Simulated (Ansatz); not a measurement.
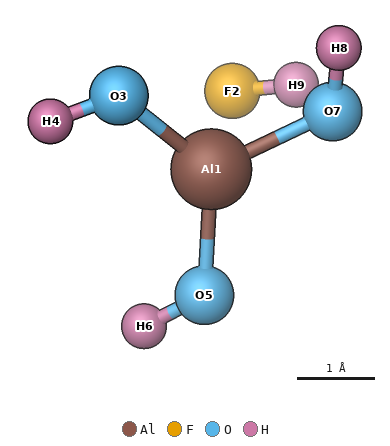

Figure 1. The input geometry (ball-and-stick view, seen at a tilt; atoms are numbered from 1 in the order of the input). Sticks mark near contacts. Bond lengths as drawn: Al–O 1.70 to 1.76 Å, F–H 0.94 Å and H–O 0.96 to 0.97 Å.

**Geometry relaxation, with input and output: AlH$_{4}$O$_{3}$F (part 1 of 2)**

AlH$_{4}$O$_{3}$F, computed with RKS B3LYP-D4/6-31G* (Ansatz 0.2.0).

It belongs to a series of runs on one base structure; here: end point B relaxed. Figures and captions count atoms from 1; the log counts them from 0 in places.

## Output
```
The last accepted step is kept in [file] (removed where the run ends without a failure and the disk answers)
Engine: ansatz 0.2.0, x86_64-unknown-linux-gnu
Functional definition: B3LYP
  parameter a0 = 0.2
  parameter ax = 0.72
  parameter ac = 0.81
  exchange = (1 - a0 - ax)*slater_x + ax*b88_x + a0*exact_x
  correlation = (1 - ac)*vwn_rpa_c + ac*lyp_c
844 factors; integrals over basis functions are off by at most 3.5e-4 eV
mean field evaluation 1: about -15509.0335 eV, gradient 9.4e1 eV
mean field evaluation 2: about -15481.4107 eV, gradient 1.5e2 eV
mean field evaluation 4: about -15523.7786 eV, gradient 6.4e0 eV
mean field evaluation 8: about -15523.8487 eV, gradient 8.8e-2 eV
mean field -15523.84874319 eV, -570.4909188696 hartree, gradient 6.9e-5 eV, S^2 0.000000; 0 other end points of the search recorded, 0 dependent functions left out
the calculation of the forces begins
reference -15523.84900089 eV, -570.4909283400 hartree; 25, 25 occupied and 62, 62 virtual orbitals, 844 factors
relax step   1: F+E_penalty+E_count = -15524.06663862 eV  Δ(F+E_penalty+E_count) = +0.000e0 eV  max|allowed force component| = 7.969e-1 eV/Å  Δτ_max = 0.0000 Å  (24 SCF iters, accepted)
these checks for a lower state are left out or cut short: starts, cluster_reference, orbital_swaps, neighbouring_geometries, increment
844 factors; integrals over basis functions are off by at most 3.5e-4 eV
mean field evaluation 16: about -15524.0234 eV, gradient 1.5e-1 eV
mean field -15524.03616051 eV, -570.4978063291 hartree, gradient 2.0e-5 eV, S^2 0.000000; 0 other end points of the search recorded, 0 dependent functions left out
[... from here on the field's lines of each further geometry are left out, up to the last ...]
relax step   2: F+E_penalty+E_count = -15524.25620971 eV  Δ(F+E_penalty+E_count) = -1.896e-1 eV  max|allowed force component| = 6.052e-1 eV/Å  Δτ_max = 0.1950 Å  (28 SCF iters, accepted)
relax step   3: F+E_penalty+E_count = -15524.47858728 eV  Δ(F+E_penalty+E_count) = -2.224e-1 eV  max|allowed force component| = 6.074e-1 eV/Å  Δτ_max = 0.1969 Å  (26 SCF iters, accepted)
relax step   4: F+E_penalty+E_count = -15524.61614308 eV  Δ(F+E_penalty+E_count) = -1.376e-1 eV  max|allowed force component| = 7.063e-1 eV/Å  Δτ_max = 0.1922 Å  (28 SCF iters, accepted)
relax step   5: F+E_penalty+E_count = -15524.66109752 eV  Δ(F+E_penalty+E_count) = -4.495e-2 eV  max|allowed force component| = 4.344e-1 eV/Å  Δτ_max = 0.0793 Å  (27 SCF iters, accepted)
relax step   6: F+E_penalty+E_count = -15524.66513359 eV  Δ(F+E_penalty+E_count) = -4.036e-3 eV  max|allowed force component| = 2.343e0 eV/Å  Δτ_max = 0.1953 Å  (29 SCF iters, accepted)
relax step   7: F+E_penalty+E_count = -15524.78482464 eV  Δ(F+E_penalty+E_count) = -1.197e-1 eV  max|allowed force component| = 2.180e0 eV/Å  Δτ_max = 0.1755 Å  (27 SCF iters, accepted)
relax step   8: F+E_penalty+E_count = -15525.22414975 eV  Δ(F+E_penalty+E_count) = -4.393e-1 eV  max|allowed force component| = 1.094e0 eV/Å  Δτ_max = 0.1999 Å  (27 SCF iters, accepted)
relax step   9: F+E_penalty+E_count = -15525.34599788 eV  Δ(F+E_penalty+E_count) = -1.218e-1 eV  max|allowed force component| = 1.554e0 eV/Å  Δτ_max = 0.1121 Å  (29 SCF iters, accepted)
relax step  10: F+E_penalty+E_count = -15525.41201962 eV  Δ(F+E_penalty+E_count) = -6.602e-2 eV  max|allowed force component| = 2.622e0 eV/Å  Δτ_max = 0.1948 Å  (27 SCF iters, accepted)
relax step  11: F+E_penalty+E_count = -15525.51939217 eV  Δ(F+E_penalty+E_count) = -1.074e-1 eV  max|allowed force component| = 1.023e0 eV/Å  Δτ_max = 0.1998 Å  (28 SCF iters, accepted)
relax step  12: F+E_penalty+E_count = -15525.46177895 eV  Δ(F+E_penalty+E_count) = +5.761e-2 eV  max|allowed force component| = 2.379e0 eV/Å  Δτ_max = 0.1724 Å  (28 SCF iters, rejected (line search))
relax step  13: F+E_penalty+E_count = -15525.58828489 eV  Δ(F+E_penalty+E_count) = -6.889e-2 eV  max|allowed force component| = 2.818e-1 eV/Å  Δτ_max = 0.0862 Å  (27 SCF iters, accepted)
relax step  14: F+E_penalty+E_count = -15525.60910243 eV  Δ(F+E_penalty+E_count) = -2.082e-2 eV  max|allowed force component| = 3.947e-1 eV/Å  Δτ_max = 0.0981 Å  (28 SCF iters, accepted)
relax step  15: F+E_penalty+E_count = -15525.61849617 eV  Δ(F+E_penalty+E_count) = -9.394e-3 eV  max|allowed force component| = 1.915e-1 eV/Å  Δτ_max = 0.0560 Å  (28 SCF iters, accepted)
relax step  16: F+E_penalty+E_count = -15525.62899408 eV  Δ(F+E_penalty+E_count) = -1.050e-2 eV  max|allowed force component| = 5.231e-1 eV/Å  Δτ_max = 0.0840 Å  (28 SCF iters, accepted)
relax step  17: F+E_penalty+E_count = -15525.63736969 eV  Δ(F+E_penalty+E_count) = -8.376e-3 eV  max|allowed force component| = 5.461e-1 eV/Å  Δτ_max = 0.0519 Å  (27 SCF iters, accepted)
relax step  18: F+E_penalty+E_count = -15525.64669485 eV  Δ(F+E_penalty+E_count) = -9.325e-3 eV  max|allowed force component| = 6.656e-1 eV/Å  Δτ_max = 0.0796 Å  (28 SCF iters, accepted)
relax step  19: F+E_penalty+E_count = -15525.65536465 eV  Δ(F+E_penalty+E_count) = -8.670e-3 eV  max|allowed force component| = 4.864e-1 eV/Å  Δτ_max = 0.1999 Å  (28 SCF iters, accepted)
relax step  20: F+E_penalty+E_count = -15525.39491041 eV  Δ(F+E_penalty+E_count) = +2.605e-1 eV  max|allowed force component| = 1.860e0 eV/Å  Δτ_max = 0.1999 Å  (26 SCF iters, rejected (line search))
relax step  21: F+E_penalty+E_count = -15525.67487692 eV  Δ(F+E_penalty+E_count) = -1.951e-2 eV  max|allowed force component| = 9.162e-2 eV/Å  Δτ_max = 0.0507 Å  (28 SCF iters, accepted)
relax step  22: F+E_penalty+E_count = -15525.67738474 eV  Δ(F+E_penalty+E_count) = -2.508e-3 eV  max|allowed force component| = 1.390e-1 eV/Å  Δτ_max = 0.0611 Å  (28 SCF iters, accepted)
relax step  23: F+E_penalty+E_count = -15525.67883340 eV  Δ(F+E_penalty+E_count) = -1.449e-3 eV  max|allowed force component| = 1.689e-1 eV/Å  Δτ_max = 0.0208 Å  (29 SCF iters, accepted)
relax step  24: F+E_penalty+E_count = -15525.67994168 eV  Δ(F+E_penalty+E_count) = -1.108e-3 eV  max|allowed force component| = 7.349e-2 eV/Å  Δτ_max = 0.0143 Å  (29 SCF iters, accepted)
relax step  25: F+E_penalty+E_count = -15525.68024573 eV  Δ(F+E_penalty+E_count) = -3.040e-4 eV  max|allowed force component| = 8.653e-2 eV/Å  Δτ_max = 0.0370 Å  (26 SCF iters, accepted)
relax step  26: F+E_penalty+E_count = -15525.68059722 eV  Δ(F+E_penalty+E_count) = -3.515e-4 eV  max|allowed force component| = 4.125e-2 eV/Å  Δτ_max = 0.0129 Å  (29 SCF iters, accepted)
the calculation of the forces begins
reference -15525.45277481 eV, -570.5498659444 hartree; 25, 25 occupied and 62, 62 virtual orbitals, 844 factors
relax step  27: F+E_penalty+E_count = -15525.68069410 eV  Δ(F+E_penalty+E_count) = -9.687e-5 eV  max|allowed force component| = 1.077e-2 eV/Å  Δτ_max = 0.0063 Å  (23 SCF iters, accepted)
```

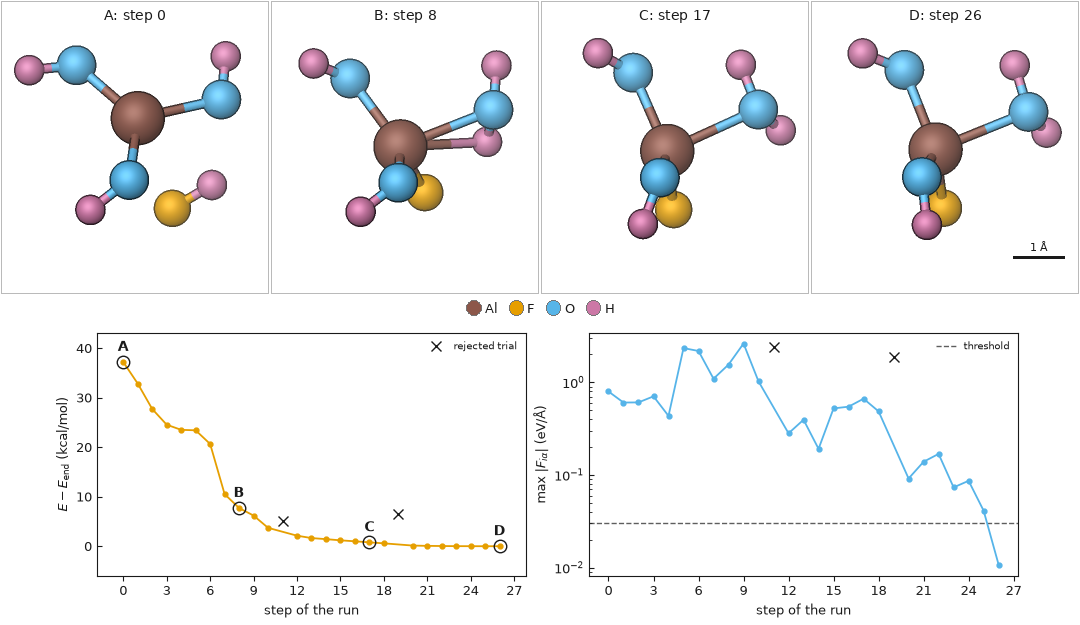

Figure 2. Frames of the relaxation (ball-and-stick view, seen at a tilt) above the curves, on which the letters mark them (the first geometry is step 0 here and step 1 in the log).

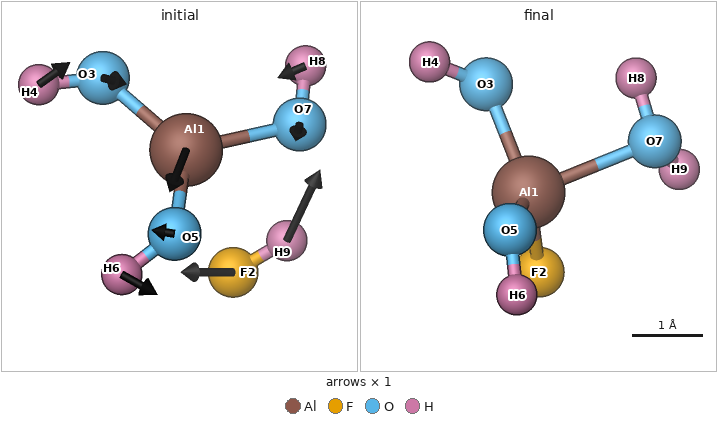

Figure 3. Before (left) and after (right) the relaxation, at one scale (ball-and-stick view, seen at a tilt). The black arrows give the displacements, at true length. H9 moves most after the best rigid fit: 1.20 Å. By element the largest moves are H 1.20 Å, F 0.92 Å, Al 0.80 Å, O 0.44 Å. Among the contacts that change: F2–H9 0.936 → 2.514 Å, O7–H9 2.201 → 0.974 Å, Al1–F2 2.878 → 1.675 Å, Al1–O7 1.756 → 1.988 Å. New bonds form: Al1–F2 (2.88 → 1.67 Å), O7–H9 (2.20 → 0.97 Å). Bonds break: F2–H9 (0.94 → 2.51 Å). Among the angles that change: O3–Al1–O7 115.3° → 87.4°, Al1–O7–H8 113.7° → 97.2°, O3–Al1–O5 128.1° → 117.5°. After 26 geometry steps the energy has fallen by 37.2 kcal/mol. The largest force component goes from 0.8 to 0.011 eV/Å. The line search rejected the trial steps at points 11, 19 (counted from 0) and went back. (Atoms are counted from 1 in the order of the input.)

```
844 factors; integrals over basis functions are off by at most 4.7e-4 eV
mean field -15525.45251333 eV, -570.5498563353 hartree, gradient 8.9e-6 eV, S^2 0.000000; 1 other end points of the search recorded, 0 dependent functions left out
the calculation of the forces begins
reference -15525.45277481 eV, -570.5498659444 hartree; 25, 25 occupied and 62, 62 virtual orbitals, 844 factors
Total energy: -15525.68095557 eV, -570.5582514327 hartree
Atom 0 at    -0.094070    -0.095214     0.274911 Å, force     0.001438     0.007422    -0.000203 eV/Å
Atom 1 at    -0.318481    -0.709675     1.816449 Å, force     0.002864    -0.004338     0.001954 eV/Å
Atom 2 at     1.525974     0.075724    -0.317960 Å, force    -0.003887    -0.006558     0.001225 eV/Å
Atom 3 at     1.807492    -0.408759    -1.101843 Å, force     0.002531     0.000434    -0.002465 eV/Å
Atom 4 at    -1.337387    -0.343306    -0.881081 Å, force     0.009375    -0.002019     0.001386 eV/Å
Atom 5 at    -2.188336    -0.686739    -0.584483 Å, force    -0.010769    -0.001025    -0.002125 eV/Å
Atom 6 at     0.028639     1.790818     0.892845 Å, force     0.002077     0.006857     0.003709 eV/Å
Atom 7 at     0.932836     1.970992     0.560517 Å, force    -0.002658     0.001042     0.001373 eV/Å
Atom 8 at     0.075031     1.772360     1.865546 Å, force    -0.000971    -0.001815    -0.004854 eV/Å
Dipole moment:     0.123728     0.458294     0.191467 e Å
```

## Trajectory as extended XYZ (Å, eV, eV/Å), 11 of the 27 frames kept, from step=1 to step=27
```
9
Properties=species:S:1:pos:R:3:forces:R:3 step=1 energy=-15524.06664
Al    0.0283    0.4933   -0.2568   -0.0262   0.5610   0.7611
F    -0.2461   -0.1905    2.5252    0.0517  -0.3352  -0.3310
O     1.5507   -0.1158   -0.7332   -0.0318  -0.0384  -0.0084
H     1.6310   -0.9091   -1.2754    0.0275   0.0062  -0.0094
O    -1.5132   -0.0505   -0.7288   -0.0354  -0.1154  -0.0161
H    -1.7393   -0.9828   -0.8337    0.0309   0.0934   0.0009
O     0.0730    1.9819    0.6743   -0.1024  -0.7969  -0.1987
H     0.9451    2.3988    0.7001    0.0393   0.0293   0.0449
H    -0.2977    0.7409    2.4534    0.0464   0.5960  -0.2433
9
Properties=species:S:1:pos:R:3:forces:R:3 step=4 energy=-15524.61614
Al   -0.0110    0.3521    0.0857   -0.1535  -0.4928  -0.7063
F    -0.2021   -0.1388    1.9539    0.0259  -0.2436   0.2426
O     1.5075   -0.1513   -0.5390   -0.0060   0.0458   0.2177
H     1.5906   -0.8407   -1.2053   -0.0282  -0.0080  -0.0235
O    -1.5194   -0.0709   -0.6086    0.0668   0.2135   0.0347
H    -1.7583   -0.9714   -0.8375   -0.0374  -0.1610  -0.0350
O     0.0552    1.9271    0.8586   -0.0706   0.1495   0.4109
H     0.8915    2.4000    0.7691    0.0673   0.1217   0.0356
H    -0.1222    0.8601    2.0481    0.1358   0.3749  -0.1767
9
Properties=species:S:1:pos:R:3:forces:R:3 step=6 energy=-15524.66513
Al   -0.0605    0.2882    0.0581   -0.1420  -0.3693   0.7344
F    -0.1203   -0.1018    1.9580   -0.0298  -0.7958  -0.2497
O     1.4951   -0.2149   -0.4515   -0.0310   0.0385  -0.1601
H     1.6070   -0.8383   -1.1787    0.0166   0.0621   0.0081
O    -1.5544   -0.0812   -0.6916    0.8613   2.3425   0.5230
H    -1.8114   -0.9468   -0.8848   -0.7030  -2.2240  -0.5007
O     0.0216    1.8705    0.9651   -0.7712  -0.3690  -0.0911
H     0.7926    2.4096    0.8598    0.9494   0.7004  -0.1273
H     0.0620    0.9808    1.8905   -0.1502   0.6145  -0.1366
```
